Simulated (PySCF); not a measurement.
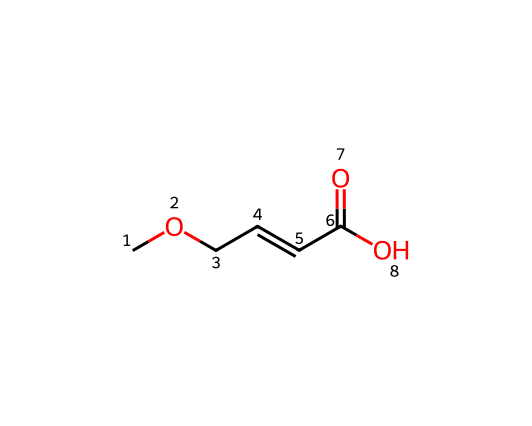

A structural formula, with wedges where it has stereocentres; small numbers name the atoms. The configuration is that of a computed structure (GFN2-xTB).

Assign CIP descriptors.

Answer. C4=C5: E.
